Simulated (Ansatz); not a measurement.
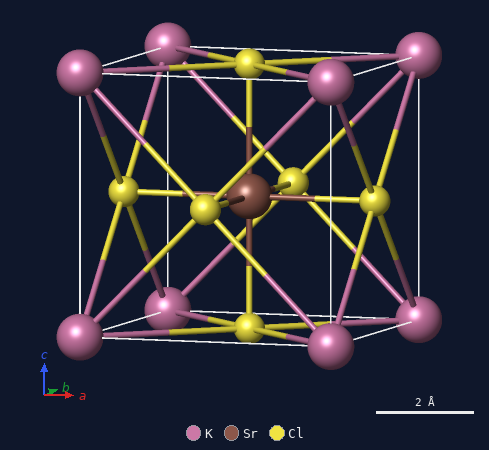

The crystal in a ball-and-stick representation, seen slightly off an axis. Thin lines show the conventional unit cell, with boundary atoms drawn in all their periodic places.

KSrCl3, cubic perovskite, space group Pm-3m (No. 221), a = 5.495 Å, b = 5.495 Å, c = 5.495 Å, α = 90.00°, β = 90.00°, γ = 90.00°. The cell started as a structure type filled with these elements by a generator (whether the compound takes this form wasn't checked). The cell was then strained or its atoms displaced on purpose. An electronic-structure calculation with Ansatz was run on it.

This one geometry was computed with Ansatz (DFT, plane waves, PAW) at three levels of theory: r2SCAN, HSE06 and PBE. It was relaxed with r2SCAN and then strained.

> How does the band gap change with the level of theory?

PBE: a gap of 4.63 eV, indirect; r2SCAN: a gap of 5.33 eV, indirect; HSE06: a gap of 5.90 eV, indirect.

> Collect the results in a table.

| level | cutoff (eV) | k-mesh of the run's cell | gap (eV) | pressure (GPa) |
| --- | --- | --- | --- | --- |
| r2SCAN | 500 | 4×4×4 | 5.33 | 2.0 |
| HSE06 | 420 | 4×4×4 | 5.90 | 2.2 |
| PBE | 420 | 4×4×4 | 4.63 | 2.5 |

Gaps are taken on the k-mesh or band path of each run.
